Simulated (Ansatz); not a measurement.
The parent structure is Ga$_{2}$O$_{3}$ in the corundum structure (space group R-3c, No. 167; a = 4.9499 Å, c = 13.3058 Å (hexagonal axes)).

Now apply this change: a hydrostatic pressure of 15 GPa.

Computed with LDA (Ansatz, an electronic-structure program; PAW; 420 eV plane waves; no SOC).

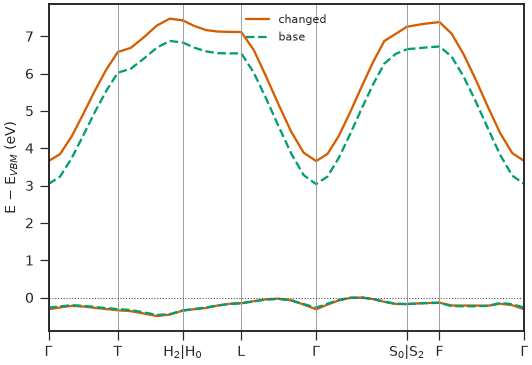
Figure. Highest valence and lowest conduction band along the path, each from its own valence-band maximum

From the figure, how large is the changed gap, and is it direct?

About 3.7 eV, indirect, Γ–S₀ (50 % along) → Γ.

Load acts through the strain it causes; cell and atoms are relaxed under it. Whether these cells are dynamically stable was not tested. Competing high-pressure phases were not computed.
